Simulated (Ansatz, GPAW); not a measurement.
**STM contrast on Si/Ca(100)**

What would a tunnelling microscope show on Si/Ca(100)?

Calculated with GPAW 26.7.0 and Ansatz 0.2.0; GPAW, PAW setups; slab in vacuum, in the first sound run; inputs show where later runs differ.

## 1. The structure

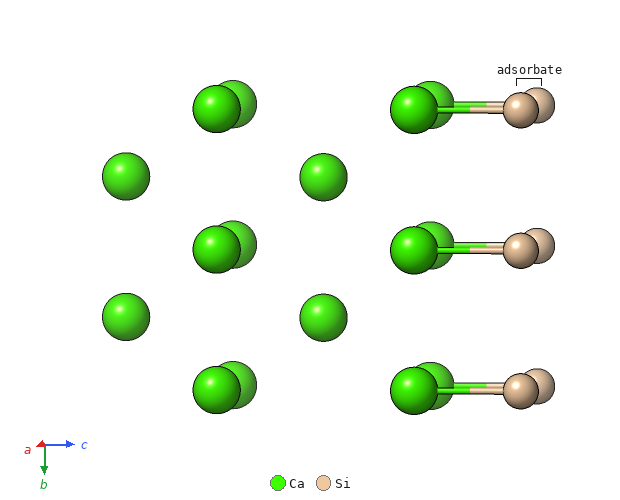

The cell as given, from the side, with the c axis across the page (calcium green, silicon light orange). 1×2×1 cells are drawn. Some periodic images of atoms are drawn too.

The cell holds 5 atoms: 4 Ca and 1 Si. Its edges and angles: a = 3.946 Å, b = 3.946 Å, c = 27.383 Å, α = 90.0°, β = 90.0°, γ = 90.0°. Vacuum lies along c.

As a file:

```
Ca Si
1.0
     3.94566    0.00000    0.00000
     0.00000    3.94566    0.00000
     0.00000    0.00000   27.38350
Ca Si
4 1
Direct
  0.50000 0.50000 0.29215
  0.00000 0.00000 0.39403
  0.50000 0.50000 0.49592
  0.00000 0.00000 0.59781
  0.00000 0.00000 0.70785
```

## 2. Relaxation

Forces are removed first; all later runs use this geometry. The lowest 2 atoms are held at bulk positions and keep their forces.

File run.py:

```python
import json
import numpy as np
from ase import Atoms
from ase.constraints import FixAtoms
from ase.optimize import BFGS
from gpaw import GPAW, PW

slab = Atoms(
    ['Ca', 'Ca', 'Ca', 'Ca', 'Si'],
    positions=[
        [1.97283, 1.97283, 8.00000],
        [0.00000, 0.00000, 10.79000],
        [1.97283, 1.97283, 13.58000],
        [0.00000, 0.00000, 16.37000],
        [0.00000, 0.00000, 19.38350]],
    cell=[[3.94566, 0.0, 0.0], [0.0, 3.94566, 0.0], [0.0, 0.0, 27.3835]],
    pbc=[True, True, False])

slab.calc = GPAW(mode=PW(400), xc='PBE', kpts={'size': (8, 8, 1), 'gamma': True},
                 occupations={'name': 'fermi-dirac', 'width': 0.1}, nbands='140%',
                 convergence={'density': 0.0001}, maxiter=200,
                 poissonsolver={'dipolelayer': 'xy'},
                 symmetry={'tolerance': 1e-3, 'extra_ids': [1, 1, 0, 0, 0]}, txt='slab.txt')
result = {}
slab.set_constraint(FixAtoms([0, 1]))
path = []
opt = BFGS(slab, maxstep=0.2)
opt.attach(lambda: path.append((slab.get_potential_energy(), slab.positions.tolist(), slab.get_forces().tolist())))
result['relaxed'] = bool(opt.run(fmax=0.05, steps=30))
result['path'] = path
energy = slab.get_potential_energy()
fermi = slab.calc.get_fermi_level()
v = slab.calc.get_electrostatic_potential().mean((0, 1)) - fermi
n = slab.calc.get_pseudo_density().mean((0, 1))
L = slab.cell[2, 2]
z = np.arange(len(v)) * L / len(v)
low, high = slab.positions[:, 2].min(), slab.positions[:, 2].max()
below, above = np.interp([low - 5.8, high + 5.8], z, v)
slopes = [np.interp(x, z, np.gradient(v, z)) for x in (low - 5.8, high + 5.8)]
eps = np.array([[slab.calc.get_eigenvalues(k, s) for k in range(len(slab.calc.get_ibz_k_points()))]
                for s in range(slab.calc.get_number_of_spins())]) - fermi
top, bottom = eps[eps < 0].max(), eps[eps > 0].min()
dipole = slab.get_dipole_moment()[2]
print(f'energy {energy:.4f} eV, Fermi level {fermi:.4f} eV, dipole {dipole:.5f} e A')
print(f'potential 5.8 A off the faces, from the Fermi level: lower {below:.4f} eV, upper {above:.4f} eV')
print(f'slope of the potential there: lower {slopes[0]:.5f}, upper {slopes[1]:.5f} eV/A')
print(f'nearest levels on the mesh: {top:.4f} and {bottom:.4f} eV')
print('magnetic moment', round(slab.get_magnetic_moment(), 3))
result.update(energy=energy, fermi=fermi, dipole=dipole, below=below, above=above, slopes=slopes, edges=[top, bottom],
              z=z.tolist(), v=v.tolist(), n=n.tolist(), positions=slab.positions.tolist(),
              forces=slab.get_forces(apply_constraint=False).tolist(), moments=slab.get_magnetic_moments().tolist())
json.dump(result, open('result.json', 'w'))
```

The run is started by

```bash
$ OMP_NUM_THREADS=1 OPENBLAS_NUM_THREADS=1 python run.py
```

What it wrote:

```text
Step          Energy          fmax
BFGS:    0      -10.024974        0.295452
BFGS:    1      -10.027129        0.273312
BFGS:    2      -10.040982        0.035552
energy -9.9213 eV, Fermi level -0.5612 eV, dipole -0.19556 e A
potential 5.8 A off the faces, from the Fermi level: lower 2.7825 eV, upper 5.0526 eV
slope of the potential there: lower -0.00081, upper 0.00006 eV/A
nearest levels on the mesh: -0.0015 and 0.0037 eV
magnetic moment 0.0
```

Wall time 2.5 min (1 thread of Intel Xeon Platinum 8488C (Sapphire Rapids), shared host); peak memory 0.3 GiB.

Step by step:

```csv
step,energy less that of the first step (eV),largest force (eV/Å)
1,0.0000,0.2955
2,-0.0023,0.2733
3,-0.0174,0.0356
```

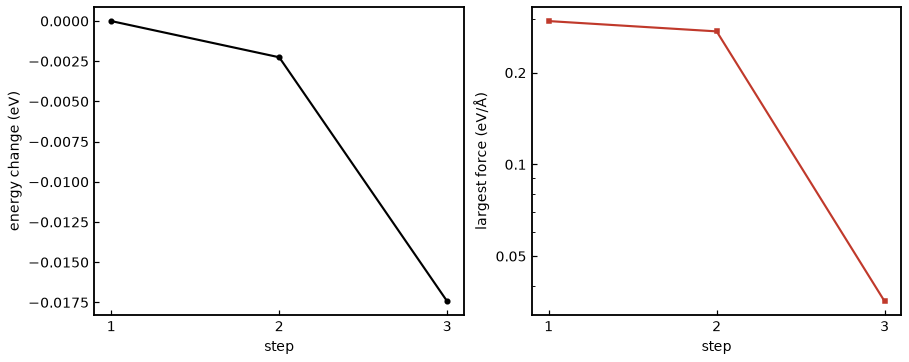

Energy and largest force along the relaxation.

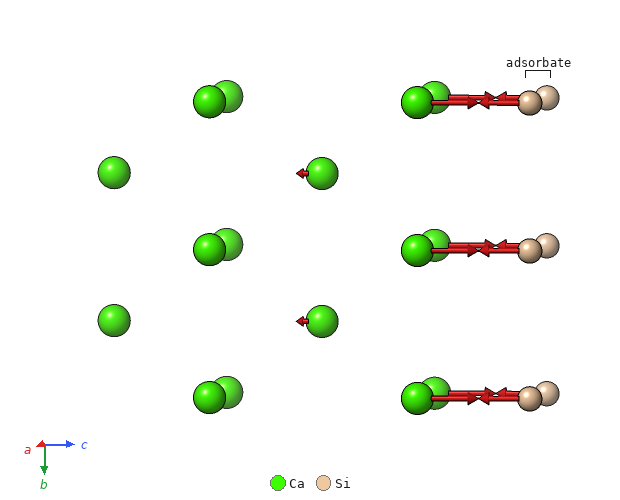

Displacements in the relaxation, exaggerated; the longest in the cell stands for 0.06 Å. 1×2×1 cells are drawn. Some periodic images of atoms are drawn too.

The atoms that moved most (Å):

```csv
atom,dx,dy,dz,length
Ca4,0.000,0.000,0.062,0.062
Si5,0.000,0.000,-0.054,0.054
Ca3,0.000,0.000,-0.017,0.017
```

The relaxed structure:

```xyz
5
Lattice="3.9457 0.0000 0.0000 0.0000 3.9457 0.0000 0.0000 0.0000 27.3835" Properties=species:S:1:pos:R:3
Ca    1.9728    1.9728    8.0000
Ca    0.0000    0.0000   10.7900
Ca    1.9728    1.9728   13.5633
Ca    0.0000    0.0000   16.4324
Si    0.0000    0.0000   19.3297
```

This step gave:

| Property | Result |
| --- | --- |
| dipole along the normal | -0.1956 e·Å |
| levels nearest the Fermi level on the mesh | -0.001483, 0.003699 eV from the Fermi level |
| upper work function | 5.053 eV |
| lower work function | 2.783 eV |

The electrostatic potential energy of an electron (without an applied field's), less the Fermi level, planar mean oscillates, so the rows of the table below give means over windows of 2.94 Å about each position, cut where the curve ends. Its maxima inside the range that stand out by 2 % of the span (Å: eV): 9.4: 0.794, 12.2: 0.692, 15.0: 0.970, 18.1: 3.09, 25.6: 5.05. Its minima: 8.0: -9.93, 10.8: -9.60, 13.6: -9.68, 16.5: -9.89, 19.4: -6.04.

Table of electrostatic potential energy of an electron (without an applied field's), less the Fermi level, planar mean by z; means over each step:

| z (Å) | electrostatic potential energy of an electron (without an applied field's), less the Fermi level, planar mean (eV) |
| --- | --- |
| 1.47 | 2.85 |
| 4.41 | 2.69 |
| 7.35 | -2.80 |
| 10.29 | -3.01 |
| 13.23 | -3.03 |
| 16.17 | -2.88 |
| 19.11 | -0.0618 |
| 22.05 | 4.90 |
| 24.99 | 5.05 |

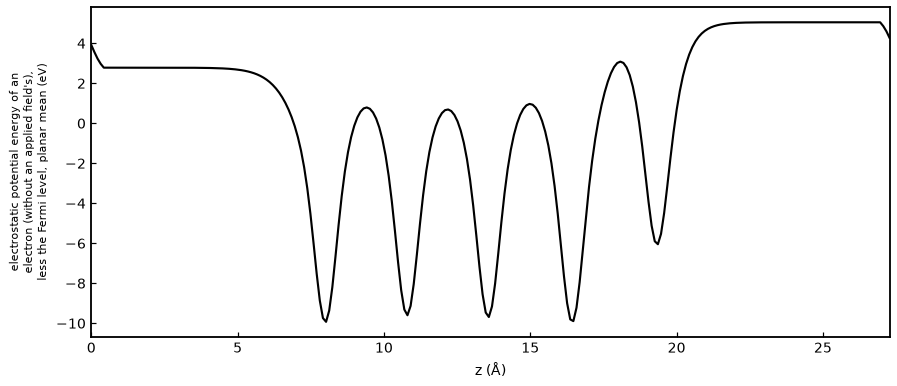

Electrostatic potential energy of an electron (without an applied field's), less the Fermi level, planar mean, plotted against z.

The pseudo valence density, planar mean oscillates, so the rows of the table below give means over windows of 2.78 Å about each position, cut where the curve ends. Its maxima inside the range that stand out by 2 % of the span (Å: e/Å³): 7.9: 0.594, 10.7: 0.590, 13.5: 0.592, 16.5: 0.599, 18.8: 0.123, 19.7: 0.118. Its minima: 9.4: 0.0554, 12.2: 0.0547, 15.0: 0.0533, 17.8: 0.0529, 19.3: 0.103.

The pseudo valence density, planar mean by z; means over each step:

| z (Å) | pseudo valence density, planar mean (e/Å³) |
| --- | --- |
| 1.39 | 5.2e-6 |
| 4.17 | 0.00102 |
| 6.95 | 0.177 |
| 9.73 | 0.230 |
| 12.51 | 0.232 |
| 15.29 | 0.216 |
| 18.07 | 0.119 |
| 20.85 | 0.0411 |
| 23.63 | 9.1e-5 |
| 26.41 | 0 |

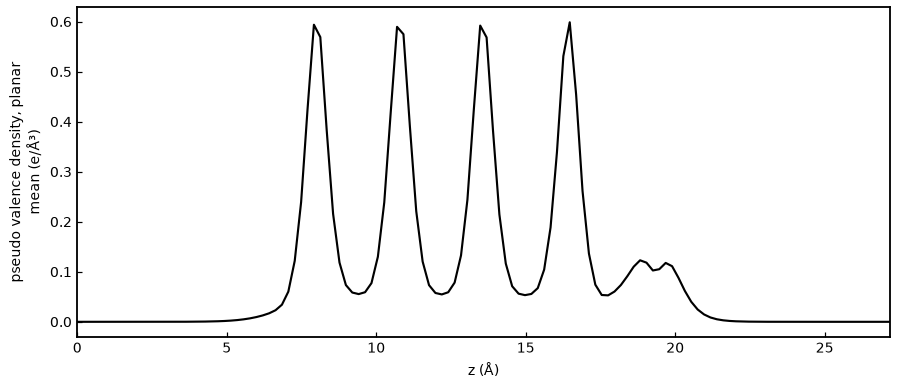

Pseudo valence density, planar mean against z.

The relaxation lowered the energy of the cell by 0.0174 eV (energies extrapolated to zero smearing; the optimiser's log prints free energies). The largest force left on a free atom is 0.036 eV/Å.

## 3. Plane waves, PBE

The work function is the vacuum plateau of the electrostatic potential less the Fermi level; a dipole layer lets the two faces have plateaus of their own.

Edit run.py of step 2 so:

```diff
@@ -3,4 +3,3 @@
 from ase import Atoms
-from ase.constraints import FixAtoms
-from ase.optimize import BFGS
+from ase.dft.stm import STM
 from gpaw import GPAW, PW
@@ -12,5 +11,5 @@
         [0.00000, 0.00000, 10.79000],
-        [1.97283, 1.97283, 13.58000],
-        [0.00000, 0.00000, 16.37000],
-        [0.00000, 0.00000, 19.38350]],
+        [1.97283, 1.97283, 13.56326],
+        [-0.00000, 0.00000, 16.43245],
+        [0.00000, 0.00000, 19.32972]],
     cell=[[3.94566, 0.0, 0.0], [0.0, 3.94566, 0.0], [0.0, 0.0, 27.3835]],
@@ -20,12 +19,6 @@
                  occupations={'name': 'fermi-dirac', 'width': 0.1}, nbands='140%',
-                 convergence={'density': 0.0001}, maxiter=200,
+                 convergence={'density': 1e-05}, maxiter=200,
                  poissonsolver={'dipolelayer': 'xy'},
-                 symmetry={'tolerance': 1e-3, 'extra_ids': [1, 1, 0, 0, 0]}, txt='slab.txt')
+                 symmetry={'tolerance': 1e-3}, txt='slab.txt')
 result = {}
-slab.set_constraint(FixAtoms([0, 1]))
-path = []
-opt = BFGS(slab, maxstep=0.2)
-opt.attach(lambda: path.append((slab.get_potential_energy(), slab.positions.tolist(), slab.get_forces().tolist())))
-result['relaxed'] = bool(opt.run(fmax=0.05, steps=30))
-result['path'] = path
 energy = slab.get_potential_energy()
@@ -51,2 +44,16 @@
               forces=slab.get_forces(apply_constraint=False).tolist(), moments=slab.get_magnetic_moments().tolist())
+
+# Images need the states of the whole zone, up to time reversal
+slab.calc = slab.calc.fixed_density(symmetry={'point_group': False}, txt='states.txt',
+                                    convergence={'bands': 'CBM+0.8'})
+stm = STM(slab)
+result['stm'] = []
+for bias in [-0.5, 0.5]:
+    height = high + 4.0
+    current = stm.get_averaged_current(bias, height)
+    x, y, h = stm.scan(bias, current)
+    i, f = divmod(height / L * stm.ldos.shape[2], 1)
+    I = abs((1 - f) * stm.ldos[:, :, int(i)] + f * stm.ldos[:, :, int(i) + 1])
+    print(f'bias {bias} V: mean current at 4.0 A {current:.4e}, corrugation {np.ptp(h):.4f} A')
+    result['stm'].append(dict(bias=bias, current=current, h=(h - high).tolist(), I=I.tolist()))
 json.dump(result, open('result.json', 'w'))
```

What it wrote:

```text
energy -9.9213 eV, Fermi level -0.5611 eV, dipole -0.19533 e A
potential 5.8 A off the faces, from the Fermi level: lower 2.7822 eV, upper 5.0523 eV
slope of the potential there: lower -0.00082, upper 0.00007 eV/A
nearest levels on the mesh: -0.0015 and 0.0037 eV
magnetic moment 0.0
bias -0.5 V: mean current at 4.0 A 1.6620e-05, corrugation 0.3721 A
bias 0.5 V: mean current at 4.0 A 8.4282e-06, corrugation 0.8822 A
```

Run time: 5.7 min. Hardware: 1 thread; peak memory 0.53 GiB.

This step gave:

```
dipole along the normal                    : -0.1953 e·Å
levels nearest the Fermi level on the mesh : -0.001505, 0.003702 eV from the Fermi level
upper work function                        : 5.052 eV
lower work function                        : 2.782 eV
corrugation -0.5                           : 0.3721 Å
corrugation 0.5                            : 0.8822 Å
```

The electrostatic potential energy of an electron (without an applied field's), less the Fermi level, planar mean oscillates, so the rows of the table below give means over windows of 2.94 Å about each position, cut where the curve ends. Its maxima inside the range that stand out by 2 % of the span (Å: eV): 9.4: 0.794, 12.2: 0.693, 15.0: 0.970, 18.1: 3.09, 26.8: 5.05. Its minima: 8.0: -9.93, 10.8: -9.60, 13.6: -9.68, 16.5: -9.89, 19.4: -6.05.

Electrostatic potential energy of an electron (without an applied field's), less the Fermi level, planar mean against z; means over each step:

```
z (Å)  electrostatic potential energy of an electron (without an applied field's), less the Fermi level, planar mean (eV)
 1.47                                                                                                                2.85
 4.41                                                                                                                2.69
 7.35                                                                                                               -2.80
10.29                                                                                                               -3.01
13.23                                                                                                               -3.03
16.17                                                                                                               -2.88
19.11                                                                                                             -0.0620
22.05                                                                                                                4.90
24.99                                                                                                                5.05
```

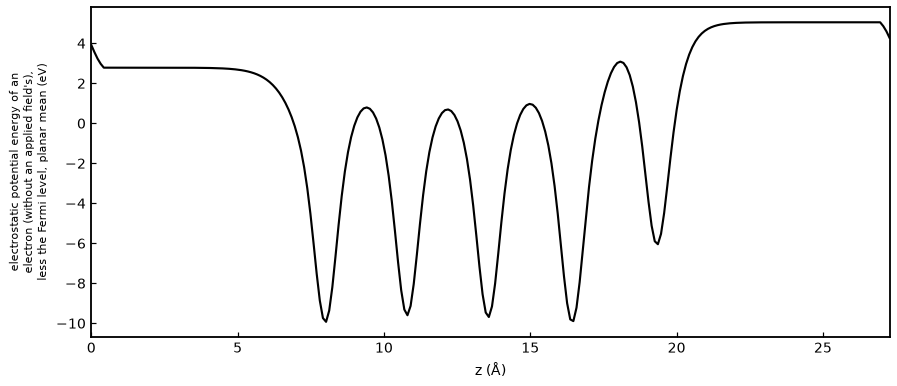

Electrostatic potential energy of an electron (without an applied field's), less the Fermi level, planar mean, plotted against z.

The pseudo valence density, planar mean oscillates, so the rows of the table below give means over windows of 2.78 Å about each position, cut where the curve ends. Its maxima inside the range that stand out by 2 % of the span (Å: e/Å³): 7.9: 0.594, 10.7: 0.590, 13.5: 0.592, 16.5: 0.599, 18.8: 0.123, 19.7: 0.118. Its minima: 9.4: 0.0554, 12.2: 0.0547, 15.0: 0.0533, 17.8: 0.0529, 19.3: 0.103.

The pseudo valence density, planar mean by z; means over each step:

| z (Å) | pseudo valence density, planar mean (e/Å³) |
| --- | --- |
| 1.39 | 5.2e-6 |
| 4.17 | 0.00102 |
| 6.95 | 0.177 |
| 9.73 | 0.230 |
| 12.51 | 0.232 |
| 15.29 | 0.216 |
| 18.07 | 0.119 |
| 20.85 | 0.0411 |
| 23.63 | 9.1e-5 |
| 26.41 | 0 |

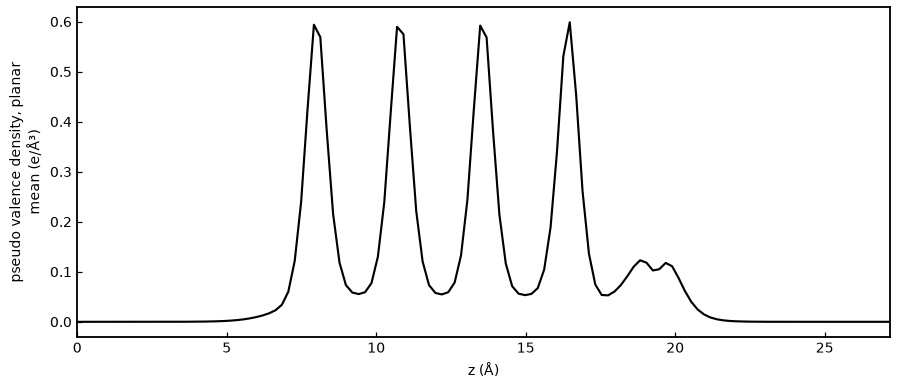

Pseudo valence density, planar mean, plotted against z.

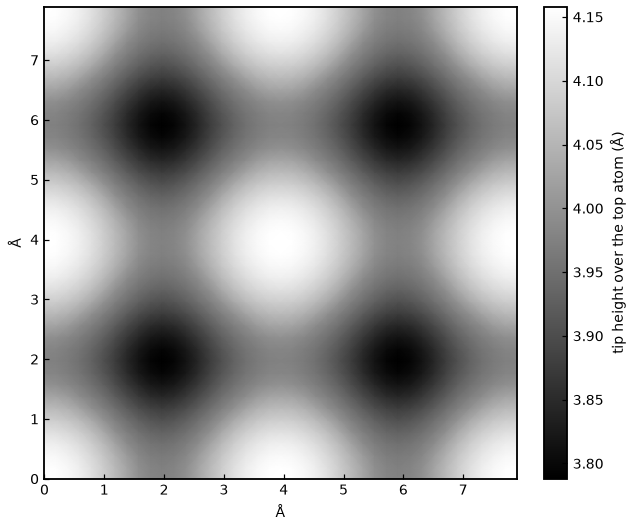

Tip height over the top atom over a1 and a2. Sample bias -0.5 V, constant current at the mean current 4.0 Å over the top atom. The cell is repeated, with its origin at the lower left corner.

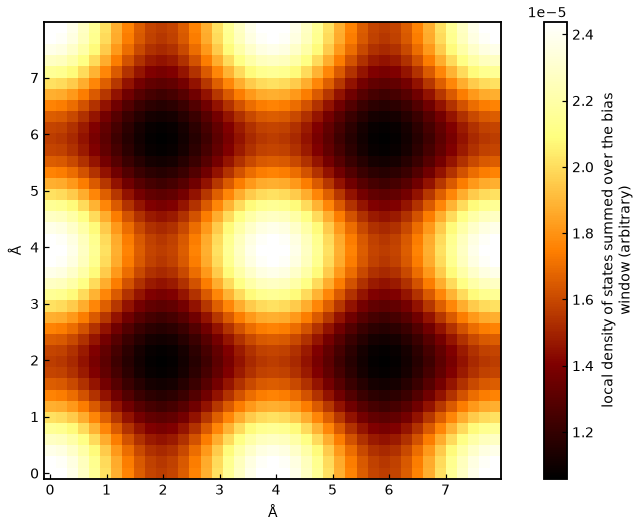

Local density of states summed over the bias window over a1 and a2. Sample bias -0.5 V, constant height 4.0 Å over the top atom. The cell is repeated, with its origin at the lower left corner.

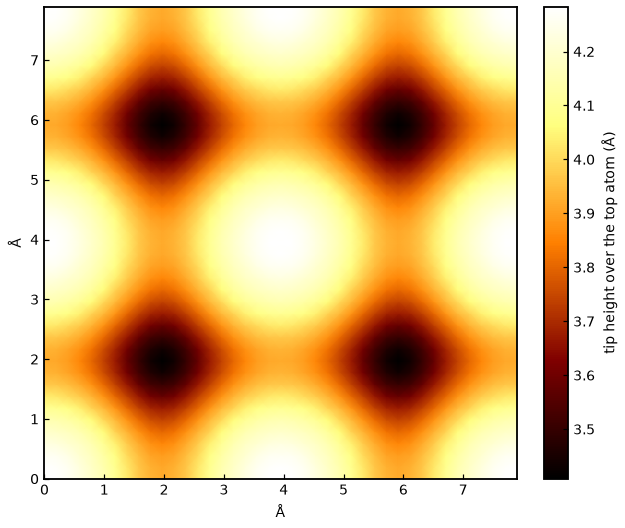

Tip height over the top atom over a1 and a2. Sample bias 0.5 V, constant current at the mean current 4.0 Å over the top atom. The cell is repeated, with its origin at the lower left corner.

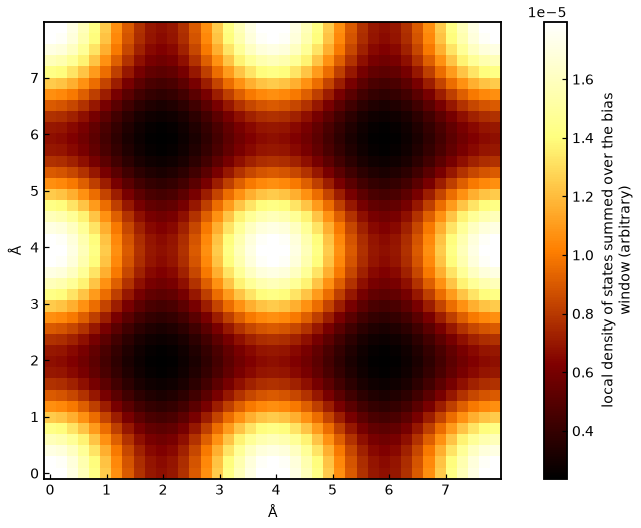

Local density of states summed over the bias window over a1 and a2. Sample bias 0.5 V, constant height 4.0 Å over the top atom. The cell is repeated, with its origin at the lower left corner.

Force by atom:

| atom | x (eV/Å) | y (eV/Å) | z (eV/Å) | size |
| --- | --- | --- | --- | --- |
| Ca1 | 0.000 | 0.000 | 0.122 | 0.122 |
| Ca2 | 0.000 | 0.000 | -0.103 | 0.103 |
| Ca3 | 0.000 | 0.000 | 0.003 | 0.003 |
| Ca4 | 0.000 | 0.000 | -0.036 | 0.036 |
| Si5 | 0.000 | 0.000 | 0.014 | 0.014 |

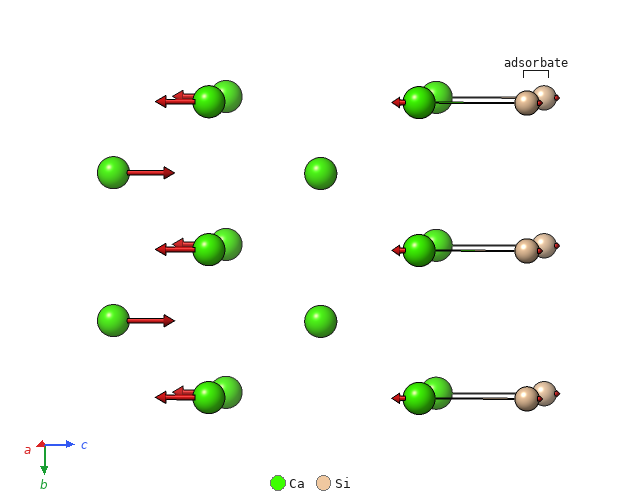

Force as arrows, the longest 0.122 eV/Å. 1×2×1 cells are drawn. Some periodic images of atoms are drawn too.

The potential is flat to 8.2e-4 eV/Å where it is read, so the vacuum is wide enough.

(Part 1 of 3 ends here.)

[Logs are printed without paths, hosts, clocks, repeated set-up lines and the standing remarks that a program may print on its own settings, such as how far it seeks lower states.]

[Hosts, paths, dates, database ids (printed as entryN), source tags and the programs' standing remarks are cut or masked in the printed files.]
